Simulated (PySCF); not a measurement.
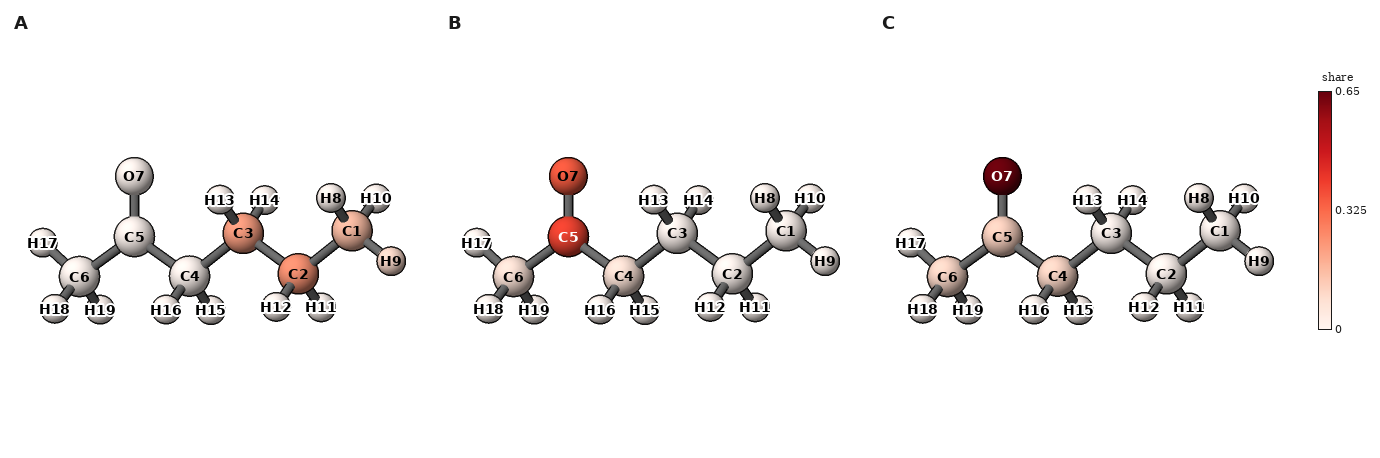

Each panel colours the atoms by their Löwdin share in one orbital (up to four of the largest shares; other atoms are shown as zero). The geometry was computed by an optimisation with PBE0-D3(BJ)/def2-SVP. No frequency run is at hand to confirm it as a minimum. Computed with PBE/def2-SVPD (PySCF 2.14.0).

### The panels show the HOMO−2, HOMO, LUMO, in some order. Which is which?

A: HOMO−2, −8.00 eV; C2 0.24, C3 0.22, C1 0.16, H9 0.09
B: LUMO, −1.59 eV; C5 0.39, O7 0.35, C6 0.06, C4 0.06
C: HOMO, −5.64 eV; O7 0.64, C5 0.11, C4 0.10, C6 0.10
